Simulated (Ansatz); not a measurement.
A series of calculations on BNH5OF

## 1. Relaxation

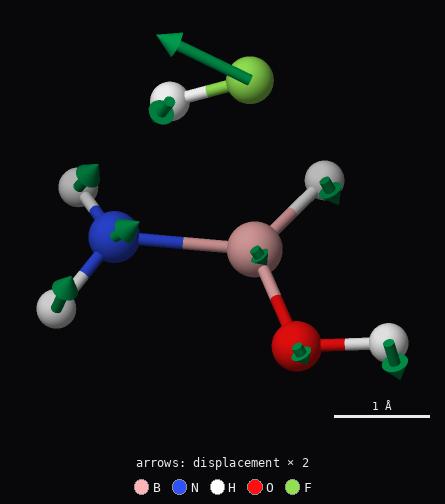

A relaxation of BNH₅OF. The starting structure is drawn; green arrows show the displacements, magnified 2 times. The two geometries are superimposed by the best rigid fit.

The picture is a ball-and-stick view, seen from a free direction.

The run prepares an end point of a later path (reaction) calculation, from a guessed geometry.

Level of theory: Ansatz 0.2.0, RKS revPBE/def2-SVP.

The input:
```yaml
crystal:
  periodic: [false, false, false]
  atoms:
    - { symbol: B, position_ang: [0.079826, -0.297665, 0.361421] }
    - { symbol: "N", position_ang: [0.00329, -0.225294, 1.851399] }
    - { symbol: H, position_ang: [-0.856663, -0.488079, 2.332652] }
    - { symbol: H, position_ang: [0.847837, -0.388189, 2.405143] }
    - { symbol: O, position_ang: [1.338351, -0.33056, -0.194709] }
    - { symbol: H, position_ang: [1.29105, -0.306837, -1.165755] }
    - { symbol: H, position_ang: [-0.949548, -0.41486, -0.276763] }
    - { symbol: F, position_ang: [-0.217858, 2.212805, 0.223792] }
    - { symbol: H, position_ang: [-0.170285, 1.88518, 1.096619] }
basis:
  gaussian: { orbitals: def2-SVP }
hamiltonian:
  xc: revpbe
relax:
  f_tol: 0.03
  max_steps: 50
output:
  orbitals: {}
```

Run as
```bash
ansatz run input.yaml --threads 1 --pin off --max-ram 2048MiB --backend cpu --events-out ev --progress --plain --runs-dir out
```

Atoms of which element are displaced furthest, and by how much?

Fluorine: up to 0.56 Å, against 0.28 Å for hydrogen.

What happened in the run?

Over 7 accepted moves (8 points after the start) the energy falls by 5.15 kcal/mol. The largest force component goes from 1.8 to 0.014 eV/Å. The line search rejected the trial step at point 7 of the run. The atom that moves furthest after the best rigid fit is F8 (0.56 Å). Largest moves by element: F 0.56 Å, H 0.28 Å, N 0.20 Å, O 0.13 Å, B 0.12 Å. Among the contacts that change: B1–N2 1.494 → 1.439 Å, F8–H9 0.934 → 0.955 Å.

Limits of the set-up: the start holds two separate molecules, 2.2 Å apart at their closest, whose relative position is a soft coordinate and is computed without a dispersion correction.

## 2. Relaxation

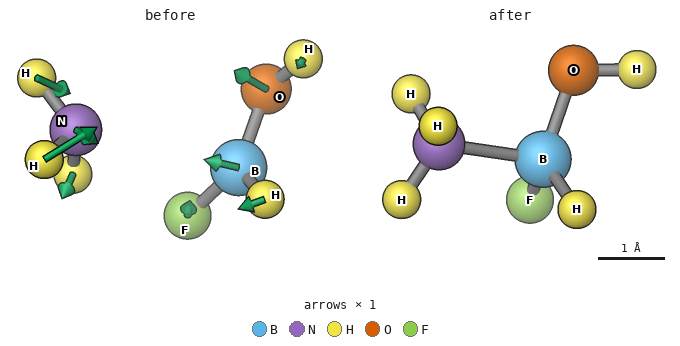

The structure of BNH5OF before (left) and after (right) a relaxation, at one scale. The green arrows give the displacements, at their true length.

The picture is a ball-and-stick view, seen at a tilt.

The run prepares an end point of a later path (reaction) calculation, from a guessed geometry.

These are results of RKS revPBE/def2-SVP (Ansatz 0.2.0), not measurements. (no spin polarisation; force threshold 0.03 eV/Å; at most 50 steps)

**Summarise the run.**

The largest move after the best rigid fit is that of an H atom, 0.97 Å. By element the largest moves are H 0.97 Å, O 0.87 Å, B 0.59 Å, N 0.50 Å, F 0.36 Å. Among the contacts that change: B–N 2.747 → 1.696 Å, B–F 1.339 → 1.411 Å, B–O 1.364 → 1.435 Å, B–H 1.220 → 1.244 Å. New bonds form, among them: B–N (2.75 → 1.70 Å). Among the angles between lasting bonds that change: H–B–F 119.3° → 112.5°, O–B–H 124.1° → 117.9°, H–N–H 105.9° → 108.9°. The energy falls by 28.9 kJ/mol in 20 accepted moves (23 points after the start). Largest force component: 0.65 eV/Å at the start, 0.021 eV/Å at the end. The line search rejected the trial steps at points 11, 14, 17 of the run. The run took 20 s on 1 thread of AMD EPYC 9R45 96-Core Processor (Zen 5), on a shared host, peak memory 0.16 GiB.

## 3. Path

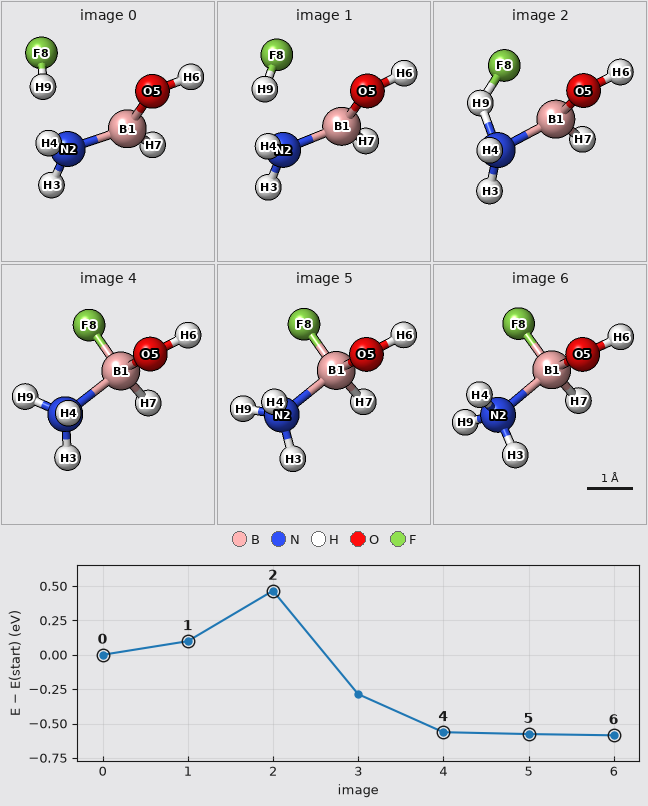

A search for the minimum-energy path of BNH5OF by the nudged elastic band. Images are numbered from 0 (start) to 6 (end). The picture is a ball-and-stick view, seen at a tilt.

These are results of RKS revPBE/def2-SVP (Ansatz 0.2.0), not measurements. Set-up: 5 movable images; climbing image; force threshold 0.05 eV/Å; iteration limit 60; starting path through a guess of the saddle point.

Q: Read off the barrier and say what moves.

A: The energy climbs by 0.47 eV to image 2 and then falls by 1.05 eV, so the end point sits at −0.59 eV. Breaking: F8–H9 (0.95 → 1.15 at the top → 2.58 Å). Forming: B1–F8 (2.92 → 1.87 at the top → 1.41 Å), N2–H9 (1.83 → 1.32 at the top → 1.03 Å). The band converged in 13 iterations. The largest component of the band force went from 14 to 0.049 eV/Å. The climbing image converged on the top of the path. Its vibrational analysis gives one imaginary mode (732i cm⁻¹), as a transition state must have.

The run took 50 s on 1 thread of AMD EPYC 9R45 96-Core Processor (Zen 5), with other jobs on the host, peak memory 0.13 GiB.
